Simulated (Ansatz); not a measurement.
TiB2 (AlB2 type, space group P6/mmm)

Space group P6/mmm (No. 191); a = b = 3.025 Å, c = 3.223 Å, α = β = 90.00°, γ = 120.00°

```tsv
atom	site	symmetry	x	y	z
Ti	1a	6/mmm	0.0000	0.0000	0.0000
B	2d	-6m2	0.3333	0.6667	0.5000
```

E(V) scan at fixed shape, V₀ the volume above. Symmetry pins the atoms to their sites.

Level of theory: r2SCAN (plane waves to 500 eV, PAW, scalar-relativistic; Ansatz, an electronic-structure program). k mesh 19×19×15 (Γ-centred), Fermi-Dirac smearing 0.05 eV. Energies are smeared free energies. With the shape held, the modulus is that of even scaling; a crystal free to change shape is softer. TiB2 is run without spin polarisation. TiB2 was relaxed with its symmetry unable to fall. The zero of ΔE is the relaxed starting cell.

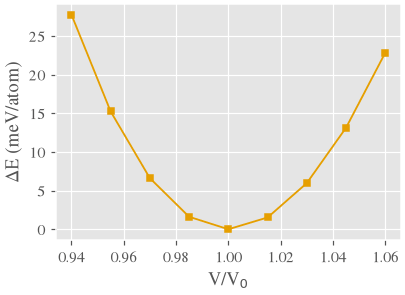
*ΔE (meV/atom) against V/V₀; computed points joined by lines.*

Q: What bulk modulus at fixed cell shape B₀ follows from a third-order Birch-Murnaghan fit?

A: About 260 GPa.

Q: What is ΔE at V/V₀ = 0.940?

A: About 28 meV/atom.

Q: What is ΔE at V/V₀ = 1.060?

A: About 23 meV/atom.

(Under strain, the slope of the energy per volume gives the stress and its curvature an elastic modulus.)
